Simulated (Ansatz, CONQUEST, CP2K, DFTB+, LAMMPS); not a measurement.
## Atom list for Amorphous carbon (100 atoms)

Geometry: the geometry as built. Computed with Ansatz 0.2.0: Kohn-Sham DFT, PBE, PAW, plane waves; cutoff 420 eV, Γ point, fermi-dirac smearing of 0.05 eV; density 2.92 g/cm³.

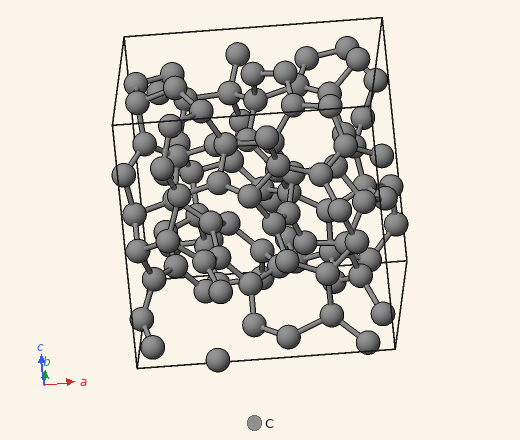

The structure (carbon grey). Bonds to atoms that aren't drawn are left out. Some periodic images of atoms are drawn too.

Extended XYZ; positions in Å, forces in eV/Å, q the Löwdin charge in e:

```xyz
100
Lattice="8.808 0.000 0.000 0.000 8.808 0.000 0.000 0.000 8.808" Properties=species:S:1:pos:R:3:charge:R:1:forces:R:3 pbc="T T T"
C 5.868 6.629 7.377 0.09 0.224 2.407 -0.555
C 7.596 6.599 5.046 0.06 1.017 -1.074 3.325
C 0.726 3.749 6.706 0.02 -1.495 -0.885 -1.238
C 7.703 6.897 0.816 0.01 2.643 0.262 0.274
C 0.299 1.742 3.598 0.04 -0.169 -0.563 -0.760
C 4.248 4.991 2.110 0.05 -2.433 -1.297 1.176
C 0.528 0.934 0.383 0.01 -2.029 -1.447 0.200
C 5.269 6.113 3.738 0.04 0.817 0.188 0.086
C 3.730 8.150 5.700 -0.01 0.386 -0.124 -1.674
C 7.560 8.275 7.986 0.05 0.143 2.528 0.622
C 4.105 5.270 6.041 -0.01 1.021 -0.226 -1.644
C 3.922 2.672 1.780 0.01 -3.440 -1.444 0.258
C 1.555 3.755 4.632 0.04 1.037 0.435 -1.994
C 7.660 2.143 6.688 0.01 -0.671 -1.212 -1.741
C 3.971 1.909 0.569 0.01 0.180 -2.342 -0.957
C 7.571 4.017 1.301 -0.03 -0.586 -0.330 -0.277
C 4.440 6.179 7.123 0.04 0.982 -0.053 0.387
C 5.182 6.916 0.959 0.06 -1.198 0.991 0.271
C 6.705 0.966 1.051 -0.03 0.200 -1.790 1.435
C 6.713 0.805 2.607 0.01 -0.120 0.534 -0.390
C 5.926 3.360 7.846 0.01 2.407 -0.442 -0.323
C 7.816 0.857 3.660 0.04 -1.956 -0.439 -1.694
C 2.248 4.324 1.050 -0.01 -0.968 -0.038 0.678
C 1.044 8.082 6.964 0.02 -0.073 -0.767 -0.544
C 5.436 2.758 4.186 0.02 -0.463 -3.644 0.898
C 5.027 1.363 4.340 0.05 1.126 0.908 -1.246
C 6.471 6.305 1.440 0.03 -0.052 -0.294 0.138
C 6.800 1.184 6.052 0.03 1.042 0.725 0.986
C 6.584 4.940 0.831 0.07 0.238 -2.813 1.311
C 1.728 4.544 5.890 0.03 -1.065 -0.157 -0.495
C 2.091 6.098 3.173 0.04 0.922 -1.718 -1.883
C 2.709 3.676 3.725 0.00 0.439 0.282 -0.695
C 2.572 5.850 0.724 0.06 -1.411 -0.326 -0.508
C 5.112 3.152 6.653 0.02 -0.776 -3.061 1.085
C 7.384 5.462 5.910 0.02 -0.652 -0.032 -1.155
C 5.176 0.779 0.447 0.06 1.635 0.824 2.251
C 7.823 6.381 3.654 0.04 -0.404 -0.302 0.041
C 1.972 3.535 8.716 0.02 1.163 -1.468 -0.101
C 7.388 0.309 5.031 0.00 0.798 0.264 -0.510
C 0.872 8.603 1.255 -0.03 -0.424 -0.395 -0.014
C 4.514 5.311 8.376 -0.01 0.268 -0.499 -0.042
C 1.718 6.105 8.298 -0.01 0.638 0.065 0.456
C 5.024 5.057 4.942 0.04 -0.886 1.455 -0.478
C 0.616 3.902 8.155 0.05 1.377 0.220 0.736
C 2.557 1.125 3.260 0.02 0.594 1.908 -0.929
C 6.183 7.918 7.862 0.00 0.057 -1.709 -2.433
C 2.301 8.240 1.463 0.03 -1.748 -0.793 0.294
C 4.869 8.263 1.323 0.08 1.480 0.945 -2.880
C 5.414 0.537 3.261 -0.02 1.945 1.865 -0.069
C 3.496 7.390 7.014 0.06 -1.127 1.188 -0.222
C 3.261 1.767 5.821 0.03 -2.014 0.912 1.500
C 2.958 2.476 2.881 0.04 0.960 -0.977 1.149
C 4.877 3.683 1.984 0.00 1.165 1.180 0.834
C 2.872 2.382 8.230 0.03 -0.507 0.516 1.534
C 8.657 7.716 1.735 0.03 -0.471 -2.353 -0.223
C 8.063 6.048 8.363 0.05 -1.268 0.108 -0.508
C 7.089 4.183 5.240 0.01 -0.419 0.954 -0.277
C 8.590 5.134 3.620 0.06 1.742 0.430 -1.675
C 8.804 2.740 6.004 0.03 0.275 1.723 1.050
C 3.542 2.858 6.794 0.04 1.395 0.605 -1.333
C 3.090 0.069 2.505 0.06 -0.872 1.228 0.427
C 7.884 7.862 5.596 0.03 -1.338 0.711 -1.848
C 6.527 6.199 2.950 -0.02 -1.910 0.442 0.161
C 5.678 4.525 8.607 0.04 0.267 -0.706 -0.711
C 8.630 7.522 3.171 0.03 1.876 2.304 -1.672
C 2.018 6.925 7.069 0.05 -0.289 -0.997 -1.443
C 7.249 3.465 2.693 0.00 -0.894 1.884 -1.244
C 1.686 6.121 5.782 -0.03 0.768 -0.406 -0.100
C 1.923 1.240 5.655 0.02 -0.550 -1.374 0.914
C 1.874 1.109 8.228 0.03 0.591 -0.674 -0.246
C 3.332 7.453 4.550 0.03 -0.091 1.046 2.248
C 1.414 0.822 4.200 0.04 0.592 -1.569 -0.791
C 1.352 3.971 2.155 0.05 -1.408 -0.723 -0.845
C 1.040 5.052 3.018 0.08 -3.122 0.102 0.775
C 7.872 0.498 0.134 0.05 -2.112 -0.031 -1.092
C 4.346 0.818 5.592 0.03 0.961 -1.648 -0.774
C 4.290 7.204 3.550 -0.04 2.776 0.117 -0.204
C 0.979 8.037 4.059 -0.01 -0.907 0.797 -0.012
C 5.411 0.917 6.602 0.04 1.549 2.877 0.427
C 5.864 3.232 2.913 0.05 2.720 0.898 -1.138
C 8.450 7.902 6.893 0.04 -1.113 0.553 2.996
C 3.104 4.253 6.314 0.00 -0.024 -1.269 1.480
C 1.494 0.603 6.905 0.07 1.000 1.108 -1.890
C 0.157 2.187 0.976 0.07 2.410 0.800 2.020
C 3.829 8.304 8.049 -0.02 -0.816 1.095 1.442
C 4.077 5.865 0.825 0.05 0.242 -0.501 1.904
C 2.230 6.760 1.778 0.04 -0.470 0.976 1.301
C 1.970 6.926 4.428 0.03 -0.776 -0.937 0.977
C 7.957 3.885 4.001 0.03 -1.423 0.228 -0.153
C 5.668 3.670 5.285 0.06 -0.533 0.286 -0.052
C 3.189 5.007 3.179 0.04 1.355 -2.040 -0.289
C 4.478 8.417 2.689 0.05 -0.141 -1.184 -0.404
C 0.512 5.372 8.299 0.02 0.074 1.548 0.225
C 0.679 2.583 2.239 -0.05 -0.672 0.426 -0.599
C 7.007 5.757 7.296 -0.03 1.158 1.383 1.407
C 0.208 2.934 4.488 0.06 1.861 0.437 3.045
C 8.262 3.194 0.161 0.04 -1.223 0.726 0.530
C 5.180 0.152 7.898 0.03 -1.321 0.790 0.476
C 7.230 2.732 7.932 0.00 -1.112 1.083 0.539
C 2.762 0.043 0.071 0.03 1.421 0.807 0.710
```

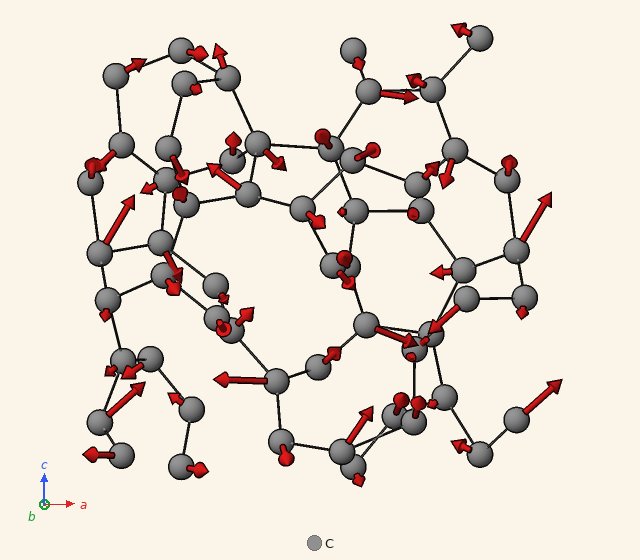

The forces as arrows, the longest 3.78 eV/Å. Drawn is a slice 4 Å thick, seen along the normal of the ac plane.

The quench rate of 100 K/ps is many orders above laboratory rates, so the cell is likely richer in defects and strain than a real sample. The network of bonds at the start is that of the classical potential that made the cell, and needn't be the one that DFT or experiment would give. Only the Γ point is sampled, in a cell whose shortest periodic width is 9 Å, which is coarse for a cell with partly filled levels. The Löwdin charges lack the electrons that the projection spills, 0.027 e an atom on average.

The r.m.s. force component is 1.24 eV/Å; the longest force, 3.78 eV/Å, acts on C25.

[Logs are printed without paths, hosts, clocks, repeated set-up lines and the standing remarks that a program may print on its own settings, such as how far it seeks lower states.]

[Hosts, paths, dates, database ids (printed as entryN), source tags and the programs' standing remarks are cut or masked in the printed files.]
